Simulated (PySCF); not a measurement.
**C4H7F: a tour of settings**

Which settings matter for C4H7F (`C/C=C(/C)F`), and how do bad ones show?

Computed with PySCF 2.14.0, with density-fitted response routines of our own, on a single molecule in the gas phase. Atoms count from 0, in the outputs and in this text.

1 further run of the same task is left out (for a known fault of the program). Runs told in other sessions of the task aren't counted.

### Step 1. The molecule as given

12 atoms, charge 0, multiplicity 1; geometry from: GFN2-xTB.

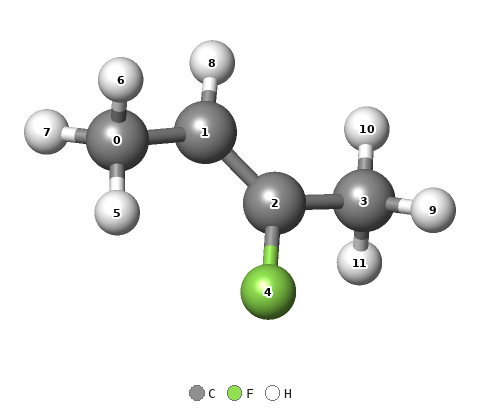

The starting geometry (carbon grey, fluorine green, hydrogen white), atoms numbered.

### Step 2. Shielding tensors: PBE0/pcSseg-1

Job settings and geometry (Å):

```
{"job": {"kind": "nmr", "xc": "PBE0", "basis": "pcSseg-1"}, "charge": 0, "multiplicity": 1}
C      1.941185     0.125964     0.250157
C      0.553190    -0.413825     0.147744
C     -0.536182     0.310643    -0.049540
C     -1.945744    -0.160427    -0.160863
F     -0.434159     1.662335    -0.175746
H      1.945389     1.206421     0.137092
H      2.372084    -0.130627     1.217670
H      2.571886    -0.313733    -0.522124
H      0.440484    -1.482790     0.244547
H     -2.555199     0.307236     0.612128
H     -1.994174    -1.239032    -0.054892
H     -2.357563     0.127147    -1.128069
```

Method: GIAO PBE0/pcSseg-1 NMR shielding, non-relativistic, gas phase.

On the command line:

```console
> OMP_NUM_THREADS=1 python probes_run.py task.json out
```

The driver reads the jobs from task.json and runs them one after another.

Output:

```text
coarse grid: 9776 points
cycle   1  E = -256.0604167692  dE =  4.636e-01  |g| = 5.072e-01  |ddm| = 2.907e+00
cycle   2  E = -256.0335422727  dE =  2.687e-02  |g| = 6.523e-01  |ddm| = 7.920e-01
cycle   3  E = -256.1112548500  dE = -7.771e-02  |g| = 8.449e-02  |ddm| = 4.522e-01
cycle   4  E = -256.1128287048  dE = -1.574e-03  |g| = 2.879e-02  |ddm| = 8.775e-02
cycle   5  E = -256.1130146649  dE = -1.860e-04  |g| = 9.079e-03  |ddm| = 2.591e-02
cycle   6  E = -256.1130288616  dE = -1.420e-05  |g| = 3.242e-03  |ddm| = 9.640e-03
cycle   7  E = -256.1130310870  dE = -2.225e-06  |g| = 2.828e-04  |ddm| = 2.632e-03
final grid: 94040 points
cycle   8  E = -256.1490307948  dE = -3.105e-05  |g| = 7.456e-03  |ddm| = 2.411e-02
cycle   9  E = -256.1490263683  dE =  4.427e-06  |g| = 9.134e-03  |ddm| = 1.235e-02
cycle  10  E = -256.1490440749  dE = -1.771e-05  |g| = 1.287e-03  |ddm| = 6.884e-03
cycle  11  E = -256.1490443356  dE = -2.607e-07  |g| = 1.545e-04  |ddm| = 1.073e-03
cycle  12  E = -256.1490443383  dE = -2.748e-09  |g| = 8.782e-05  |ddm| = 1.649e-04
cycle  13  E = -256.1490443401  dE = -1.795e-09  |g| = 1.996e-05  |ddm| = 7.601e-05
cycle  14  E = -256.1490443402  dE = -9.413e-11  |g| = 4.736e-06  |ddm| = 1.769e-05
converged SCF energy = -256.1490443402

GIAO shielding tensors (ppm)
atom      isotropic    diamagn.    paramagn.     s11        s22        s33       span
  0 C      174.485     246.619     -72.134    158.039    180.249    185.166     27.127
  1 C       78.875     258.994    -180.119    -19.017    105.151    150.492    169.509
  2 C       19.891     251.331    -231.439    -78.001     68.754     68.921    146.922
  3 C      165.616     249.161     -83.545    149.189    158.522    189.137     39.948
  4 F      279.063     477.108    -198.044    168.936    282.192    386.062    217.126
  5 H       29.328      29.932      -0.604     24.721     29.917     33.346      8.625
  6 H       30.240      28.603       1.636     25.775     27.781     37.162     11.387
  7 H       30.242      28.687       1.555     25.780     27.785     37.163     11.383
  8 H       27.005      33.719      -6.714     24.162     26.475     30.378      6.215
  9 H       29.595      28.481       1.115     25.935     27.478     35.374      9.439
 10 H       30.004      30.097      -0.093     26.082     29.202     34.729      8.647
 11 H       29.593      28.584       1.009     25.932     27.473     35.373      9.440
```

Run time: 10 s. Hardware: 1 thread of Arm Neoverse V1, shared host; peak memory 0.54 GiB.

Shifts follow as δ = σ(reference) − σ, with reference shieldings (ppm) from runs at the same level and on the same kind of geometry: 1H TMS 31.72, 13C TMS 186.9, 19F CFCl3 170.9. The references are single molecules in the gas phase, so shifts against H2O, NH3, PH3, H3PO4 or CFCl3 are not on the usual liquid scales and can be off by tens of ppm. Atoms listed in one row are averaged.

| atoms | environment | σ (ppm) | δ (ppm) | δ scaled to CDCl3 |
| --- | --- | --- | --- | --- |
| C2 | fully substituted alkene carbon bonded to F | 19.9 | 167.0 | 161.1 |
| C1 | alkene CH | 78.9 | 108.0 | 103.5 |
| C3 | allylic methyl carbon | 165.6 | 21.3 | 18.9 |
| C0 | allylic methyl carbon | 174.5 | 12.4 | 10.2 |
| H8 | hydrogen on an alkene CH | 27.01 | 4.71 | 4.55 |
| H9, H10, H11 | hydrogen on an allylic methyl carbon | 29.73 | 1.99 | 1.98 |
| H5, H6, H7 | hydrogen on an allylic methyl carbon | 29.94 | 1.78 | 1.78 |
| F4 | vinylic fluorine | 279.1 | -108.1 | – |

The scaled column applies a straight-line fit of computed shieldings to shifts measured in CDCl3; 19F shifts take a fit of their own (root-mean-square error 0.16 ppm for H, 1.9 ppm for C).

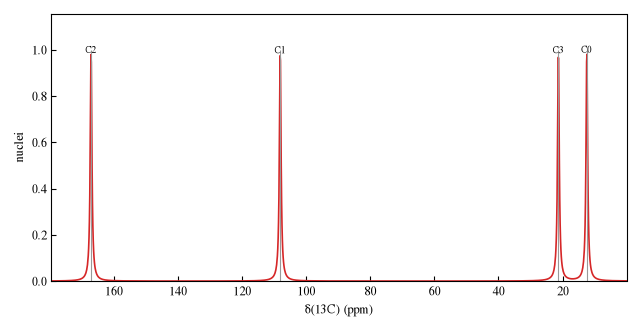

13C lines at the computed shifts, without couplings. Lines are broadened to a width of 0.62 ppm (Lorentzian).

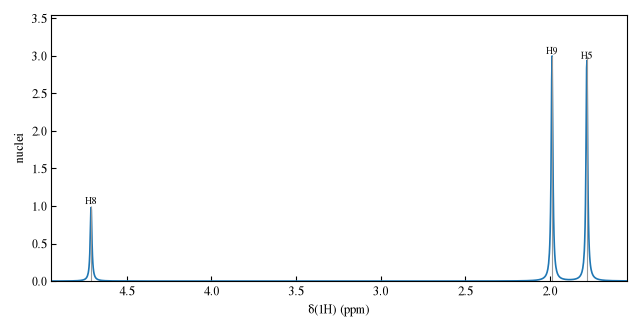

1H lines at the computed shifts, without couplings. Lines are broadened to a width of 0.01 ppm (Lorentzian).

Charges from the same density, by scheme (e):

| atoms | Mulliken | IAO | Hirshfeld | ESP fit |
| --- | --- | --- | --- | --- |
| C0 | -0.22 | -0.42 | -0.12 | -0.28 |
| C1 | -0.33 | -0.21 | -0.08 | -0.26 |
| C2 | 0.20 | 0.28 | 0.08 | 0.34 |
| C3 | -0.23 | -0.44 | -0.12 | -0.74 |
| F4 | -0.30 | -0.29 | -0.09 | -0.17 |

Mulliken charges:

| atom | value (e) |
| --- | --- |
| C0 | -0.22 |
| C1 | -0.33 |
| C2 | 0.20 |
| C3 | -0.23 |
| F4 | -0.30 |
| H5 | 0.12 |
| H6 | 0.13 |
| H7 | 0.13 |
| H8 | 0.10 |
| H9 | 0.13 |
| H10 | 0.13 |
| H11 | 0.13 |

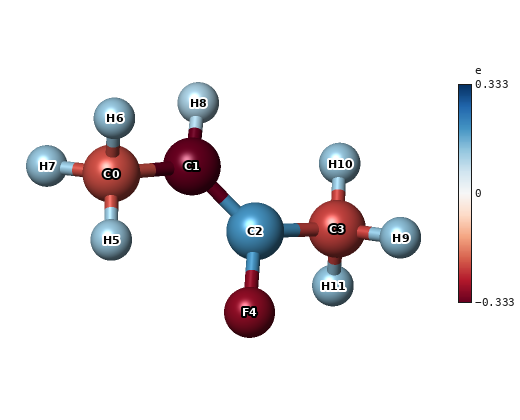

Mulliken charges, as colours on the atoms.

Mayer bond orders: C0–C1 1.06, C1–C2 1.80, C2–C3 1.07, C2–F4 0.93.

### Step 3. Excited states and response: PBE0/def2-SVPD

The job, as its differences from that of step 2:

```diff
@@ -1,2 +1,2 @@
-{"job": {"kind": "nmr", "xc": "PBE0", "basis": "pcSseg-1"}, "charge": 0, "multiplicity": 1}
+{"job": {"kind": "uv", "xc": "PBE0", "basis": "def2-SVPD", "nstates": 6, "ntriplets": 2}, "charge": 0, "multiplicity": 1}
 C      1.941185     0.125964     0.250157
```

With the program's defaults for keys left out, this is: TDDFT PBE0/def2-SVPD, vertical, gas phase, core orbitals frozen in the response.

Output:

```text
coarse grid: 9776 points
cycle   1  E = -255.9174003262  dE =  4.207e-01  |g| = 4.736e-01  |ddm| = 4.919e+00
cycle   2  E = -255.8914931572  dE =  2.591e-02  |g| = 6.099e-01  |ddm| = 1.126e+00
cycle   3  E = -255.9645586158  dE = -7.307e-02  |g| = 8.191e-02  |ddm| = 6.563e-01
cycle   4  E = -255.9660686111  dE = -1.510e-03  |g| = 2.702e-02  |ddm| = 1.651e-01
cycle   5  E = -255.9662376172  dE = -1.690e-04  |g| = 8.633e-03  |ddm| = 4.796e-02
cycle   6  E = -255.9662505807  dE = -1.296e-05  |g| = 3.368e-03  |ddm| = 1.382e-02
cycle   7  E = -255.9662530786  dE = -2.498e-06  |g| = 2.124e-04  |ddm| = 4.449e-03
final grid: 94040 points
cycle   8  E = -256.0022511856  dE = -2.919e-05  |g| = 7.331e-03  |ddm| = 1.091e-01
cycle   9  E = -256.0022462293  dE =  4.956e-06  |g| = 9.090e-03  |ddm| = 2.360e-02
cycle  10  E = -256.0022641719  dE = -1.794e-05  |g| = 1.262e-03  |ddm| = 1.119e-02
cycle  11  E = -256.0022644568  dE = -2.850e-07  |g| = 1.353e-04  |ddm| = 1.390e-03
cycle  12  E = -256.0022644590  dE = -2.135e-09  |g| = 8.710e-05  |ddm| = 3.414e-04
cycle  13  E = -256.0022644608  dE = -1.793e-09  |g| = 2.069e-05  |ddm| = 1.383e-04
cycle  14  E = -256.0022644609  dE = -1.087e-10  |g| = 3.839e-06  |ddm| = 4.210e-05
converged SCF energy = -256.0022644609

Static polarisability (au): isotropic 51.735, principal 39.839 47.105 68.261

Singlet excitations
state   eV       nm        f      main configurations
  1   6.4228    193.0   0.00183   H->L 0.98
  2   7.2179    171.8   0.00014   H->L+2 0.99
  3   7.4553    166.3   0.51953   H->L+1 0.96
  4   7.6439    162.2   0.00477   H->L+3 0.98
  5   8.2925    149.5   0.01434   H->L+4 0.90
  6   8.5790    144.5   0.01927   H->L+5 0.90

Triplet excitations (Tamm-Dancoff, eV): 4.4644 6.2508
```

Wall time 14 s (1 thread of Arm Neoverse V1, shared host); peak memory 0.67 GiB.

The orbitals next to the gap, with their largest atomic shares:

| orbital | eV | atoms |
| --- | --- | --- |
| HOMO−3 | -10.96 | F4 25 %, C3 22 %, C0 16 % |
| HOMO−2 | -10.35 | C0 29 %, C1 21 %, H5 17 % |
| HOMO−1 | -10.23 | F4 24 %, C3 18 %, C2 16 % |
| HOMO | -6.96 | C1 34 %, C2 30 %, F4 11 % |
| LUMO | 0.74 | C3 19 %, C1 16 %, C2 13 % |
| LUMO+1 | 0.78 | C2 32 %, C1 29 %, C0 7 % |
| LUMO+2 | 1.35 | C0 22 %, C3 17 %, H7 9 % |

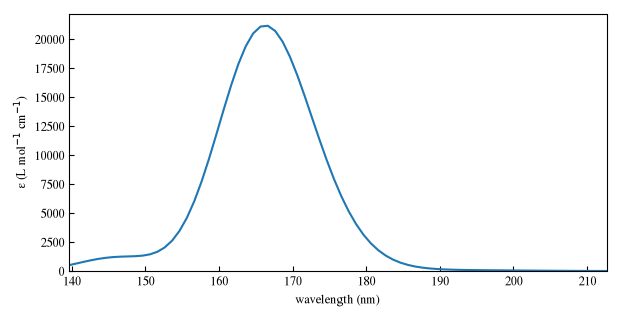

Absorption spectrum: each of the 6 states is a Gaussian band of 0.4 eV half-width at 1/e. Beyond the last state computed it falls off for lack of states.

Ground-state properties from the same run:

| property | computed |
| --- | --- |
| dipole moment (D) | 1.54 |
| polarisability (Å³) | 7.67 |
| HOMO–LUMO gap (eV) | 7.69 |
| −ε(HOMO) (eV) | 6.96 |

### Step 4. TDDFT and polarisability: B97-D/pcseg-1

The job, as its differences from that of step 3:

```diff
@@ -1,2 +1,2 @@
-{"job": {"kind": "uv", "xc": "PBE0", "basis": "def2-SVPD", "nstates": 6, "ntriplets": 2}, "charge": 0, "multiplicity": 1}
+{"job": {"kind": "uv", "xc": "B97-D", "basis": "pcseg-1", "nstates": 3, "ntriplets": 2, "tda": true, "scf": {"level_shift": 0.3}}, "charge": 0, "multiplicity": 1}
 C      1.941185     0.125964     0.250157
```

With the program's defaults for keys left out, this is: TDA B97-D/pcseg-1, vertical, gas phase, core orbitals frozen in the response.

Output:

```text
final grid: 94040 points
cycle   1  E = -256.1891784027  dE =  3.323e-01  |g| = 5.076e-01  |ddm| = 3.234e+00
cycle   2  E = -256.1951834597  dE = -6.005e-03  |g| = 5.573e-01  |ddm| = 7.975e-01
cycle   3  E = -256.2414935038  dE = -4.631e-02  |g| = 1.265e-01  |ddm| = 2.382e-01
cycle   4  E = -256.2446083046  dE = -3.115e-03  |g| = 3.759e-02  |ddm| = 1.012e-01
cycle   5  E = -256.2448805154  dE = -2.722e-04  |g| = 4.794e-03  |ddm| = 4.497e-02
cycle   6  E = -256.2448870507  dE = -6.535e-06  |g| = 3.073e-03  |ddm| = 1.058e-02
cycle   7  E = -256.2448889930  dE = -1.942e-06  |g| = 1.007e-03  |ddm| = 2.752e-03
cycle   8  E = -256.2448892121  dE = -2.191e-07  |g| = 2.099e-04  |ddm| = 1.006e-03
cycle   9  E = -256.2448892256  dE = -1.351e-08  |g| = 5.889e-05  |ddm| = 3.497e-04
cycle  10  E = -256.2448892272  dE = -1.640e-09  |g| = 1.576e-05  |ddm| = 1.342e-04
cycle  11  E = -256.2448892274  dE = -2.058e-10  |g| = 6.449e-06  |ddm| = 5.679e-05
level shift removed, Fock matrix diagonalised once more
converged SCF energy = -256.2448892274

Static polarisability (au): isotropic 46.107, principal 31.621 41.840 64.858

Singlet excitations
state   eV       nm        f      main configurations
  1   6.5659    188.8   0.00010   H->L+1 1.00
  2   7.1383    173.7   0.00047   H->L+2 1.00
  3   7.6913    161.2   0.10223   H->L+3 0.86, H->L 0.10

Triplet excitations (Tamm-Dancoff, eV): 4.5812 6.4876
```

Wall time 8.4 s (1 thread of Arm Neoverse V1, shared host); peak memory 0.44 GiB.

In short: HOMO -5.67 eV, LUMO -0.05 eV; lowest singlet 6.57 eV.

### Step 5. NMR shieldings: B97-2/6-31G

The job, as its differences from that of step 4:

```diff
@@ -1,2 +1,2 @@
-{"job": {"kind": "uv", "xc": "B97-D", "basis": "pcseg-1", "nstates": 3, "ntriplets": 2, "tda": true, "scf": {"level_shift": 0.3}}, "charge": 0, "multiplicity": 1}
+{"job": {"kind": "nmr", "xc": "B97-2", "basis": "6-31G", "pop": false}, "charge": 0, "multiplicity": 1}
 C      1.941185     0.125964     0.250157
```

With the program's defaults for keys left out, this is: GIAO B97-2/6-31G NMR shielding, non-relativistic, gas phase.

Output:

```text
coarse grid: 9776 points
cycle   1  E = -256.2896538569  dE =  4.974e-01  |g| = 5.464e-01  |ddm| = 3.041e+00
cycle   2  E = -256.2434434860  dE =  4.621e-02  |g| = 7.480e-01  |ddm| = 1.167e+00
cycle   3  E = -256.3516842194  dE = -1.082e-01  |g| = 7.937e-02  |ddm| = 6.624e-01
cycle   4  E = -256.3533144672  dE = -1.630e-03  |g| = 2.000e-02  |ddm| = 1.003e-01
cycle   5  E = -256.3533947188  dE = -8.025e-05  |g| = 1.093e-02  |ddm| = 2.714e-02
cycle   6  E = -256.3534229329  dE = -2.821e-05  |g| = 1.188e-03  |ddm| = 1.240e-02
cycle   7  E = -256.3534232375  dE = -3.046e-07  |g| = 3.965e-04  |ddm| = 1.532e-03
final grid: 94040 points
cycle   8  E = -256.3213900642  dE = -1.832e-05  |g| = 3.427e-03  |ddm| = 1.741e-02
cycle   9  E = -256.3213891198  dE =  9.445e-07  |g| = 4.231e-03  |ddm| = 6.785e-03
cycle  10  E = -256.3213923822  dE = -3.262e-06  |g| = 5.575e-04  |ddm| = 4.025e-03
cycle  11  E = -256.3213924531  dE = -7.092e-08  |g| = 8.394e-05  |ddm| = 6.276e-04
cycle  12  E = -256.3213924538  dE = -7.669e-10  |g| = 6.700e-05  |ddm| = 1.393e-04
cycle  13  E = -256.3213924550  dE = -1.204e-09  |g| = 8.604e-06  |ddm| = 7.212e-05
cycle  14  E = -256.3213924551  dE = -1.916e-11  |g| = 2.164e-06  |ddm| = 9.682e-06
converged SCF energy = -256.3213924551

GIAO shielding tensors (ppm)
atom      isotropic    diamagn.    paramagn.     s11        s22        s33       span
  0 C      187.937     247.973     -60.036    172.982    192.454    198.376     25.394
  1 C       99.255     257.439    -158.184     12.175    119.812    165.779    153.604
  2 C       47.454     248.406    -200.952    -36.443     88.928     89.877    126.320
  3 C      179.486     249.721     -70.235    163.005    173.564    201.889     38.884
  4 F      291.969     475.511    -183.543    180.535    294.803    400.568    220.034
  5 H       30.728      30.225       0.503     25.781     31.381     35.021      9.239
  6 H       31.672      29.523       2.149     27.288     29.300     38.429     11.141
  7 H       31.676      29.563       2.112     27.293     29.304     38.429     11.136
  8 H       28.293      32.348      -4.055     25.272     28.220     31.387      6.116
  9 H       30.961      29.343       1.618     27.261     28.951     36.671      9.410
 10 H       31.504      30.209       1.295     27.489     30.799     36.225      8.736
 11 H       30.958      29.379       1.580     27.259     28.948     36.669      9.410
```

It took 3.1 s on 1 thread of Arm Neoverse V1, shared host; peak memory 0.37 GiB.

Key values: δ C2 153.3, C1 101.5, C3 21.3, C0 12.9, H8 4.89, H9 2.04 ppm (means over like atoms).

### Step 6. NMR shieldings: SCAN/STO-3G

The job, as its differences from that of step 5:

```diff
@@ -1,2 +1,2 @@
-{"job": {"kind": "nmr", "xc": "B97-2", "basis": "6-31G", "pop": false}, "charge": 0, "multiplicity": 1}
+{"job": {"kind": "nmr", "xc": "SCAN", "basis": "STO-3G", "pop": true, "scf": {"max_cycle": 5}}, "charge": 0, "multiplicity": 1}
 C      1.941185     0.125964     0.250157
```

With the program's defaults for keys left out, this is: GIAO SCAN/STO-3G NMR shielding, non-relativistic, gas phase.

Output:

```text
final grid: 94040 points
cycle   1  E = -252.9918995799  dE =  4.021e-01  |g| = 3.637e-01  |ddm| = 4.266e+00
cycle   2  E = -252.9425125429  dE =  4.939e-02  |g| = 5.611e-01  |ddm| = 1.209e+00
cycle   3  E = -253.0381585001  dE = -9.565e-02  |g| = 5.533e-02  |ddm| = 7.133e-01
cycle   4  E = -253.0390032028  dE = -8.447e-04  |g| = 2.313e-02  |ddm| = 1.032e-01
cycle   5  E = -253.0391715640  dE = -1.684e-04  |g| = 9.964e-03  |ddm| = 4.806e-02
SCF not converged, last energy = -253.0391715640
```

Run time: 1.6 s. Hardware: 1 thread of Arm Neoverse V1, shared host; peak memory 0.29 GiB.

**What went wrong.** The cap of 5 cycles ended the SCF at a gradient of 1.0e-02. The remedy is to raise the cap. Numbers printed on the way are no properties of the molecule.

### Step 7. Side by side: NMR shifts

Shifts (ppm) of some atoms, chosen among heavy atoms and hydrogens apart, means over like atoms, with basis size and wall time:

| run | C2 | C1 | C3 | C0 | H8 | H9 | F4 | functions | time |
| --- | --- | --- | --- | --- | --- | --- | --- | --- | --- |
| PBE0/pcSseg-1 | 167.0 | 108.0 | 21.3 | 12.4 | 4.71 | 1.99 | -108.1 | 120 | 10 s |
| B97-2/6-31G | 153.3 | 101.5 | 21.3 | 12.9 | 4.89 | 2.04 | -121.1 | 59 | 3.1 s |

### Step 8. Run by run: electronic excitations

Excitations and ground-state properties, with basis size and wall time:

| run | lowest singlet (eV) | brightest (eV) | f | gap (eV) | α (Å³) | μ (D) | functions | time |
| --- | --- | --- | --- | --- | --- | --- | --- | --- |
| PBE0/def2-SVPD | 6.42 | 7.46 | 0.520 | 7.69 | 7.67 | 1.54 | 159 | 14 s |
| B97-D/pcseg-1 | 6.57 | 7.69 | 0.102 | 5.62 | 6.83 | 1.40 | 105 | 8.4 s |

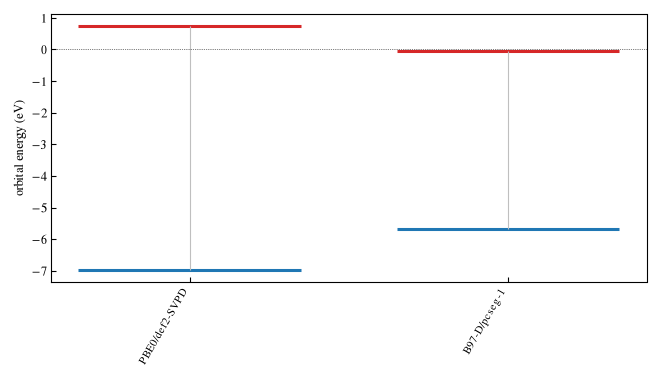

HOMO (blue) and LUMO (red) run by run.

### Step 9. Results

| quantity | value |
| --- | --- |
| 13C shifts against TMS (PBE0/pcSseg-1) | 167.0, 108.0, 21.3, 12.4 ppm |
| 1H shifts against TMS (PBE0/pcSseg-1, means over atoms taken as alike) | 4.71, 1.99, 1.78 ppm |
| 19F shifts against CFCl3 (PBE0/pcSseg-1) | -108.1 ppm |
| lowest singlet (PBE0/def2-SVPD) | 6.42 eV (193 nm), f = 0.002 |
| brightest single state of those computed | state 3, 7.46 eV, f = 0.520 |
| lowest triplet | 4.46 eV |
| range of the shift of C2 | 153.3 to 167.0 ppm |
| range of the lowest singlet | 6.42 to 6.57 eV |
| property runs in this session | 5, of which 1 failed and 0 gave unsound results |

What this shows: Single values in the summary come from the first sound run of each kind (PBE0/pcSseg-1; PBE0/def2-SVPD), which need not be the best level. H8 (hydrogen on an alkene CH) lies farthest downfield among hydrogen, at 4.71 ppm; olefinic region. At PBE0/pcSseg-1: The widest tensor belongs to F4: span 217 ppm, with a paramagnetic part of -198 ppm. The first singlet state (HOMO→LUMO 0.98) lies at 6.42 eV and is weak; of the 6 states computed, the strongest absorption comes from state 3 at 7.46 eV. The lowest triplet lies 1.96 eV below the lowest singlet (triplets in Tamm-Dancoff, singlets in full TDDFT). At PBE0/def2-SVPD, states above −ε(HOMO) (6.96 eV) lie where TDDFT describes them poorly and they hang on the basis; the brightest is among them. Across the 2 runs the shift of C2 moves most, between 153.3 (B97-2/6-31G) and 167.0 ppm (PBE0/pcSseg-1). The lowest singlet runs from 6.42 eV (PBE0/def2-SVPD) to 6.57 eV (B97-D/pcseg-1), while the orbital gap spans 5.62 to 7.69 eV. Some runs use the Tamm-Dancoff approximation and others full TDDFT, which shifts states apart from functional and basis. The lowest state need not be the same one in every run. The runs solved for a few states only, so the brightest column depends on that window.
